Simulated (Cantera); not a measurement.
Charge: 1 mol trisilylamine, 47 mol N2, 5.6 mol H2, equilibrated at 11.3 Torr.

Cantera equilibrium calculation (NASA polynomials, part measured and part estimated; ideal gas, pure solids and liquids). Candidate condensed phases: Si, Si3N4; 18 gas species. The feed counts by its element totals alone. The tables' values for SiN are old estimates; treat these amounts as uncertain. Gases not in the tables: Si2H6 and higher silanes. Equilibrium is a limit: real reactors are often held back by kinetics, nucleation or transport.

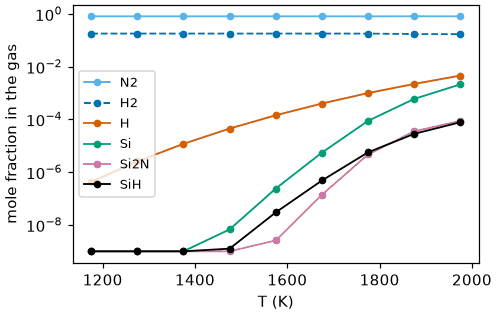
Fig. 1. Equilibrium gas composition (values under 1e-9 drawn at 1e-9)

Task: Read off the mole fractions at 1875 K.

Result: N2 about 0.82, H2 about 0.17, H about 0.0022, Si about 0.00060, Si2N about 3.6e-5, SiH about 2.9e-5.
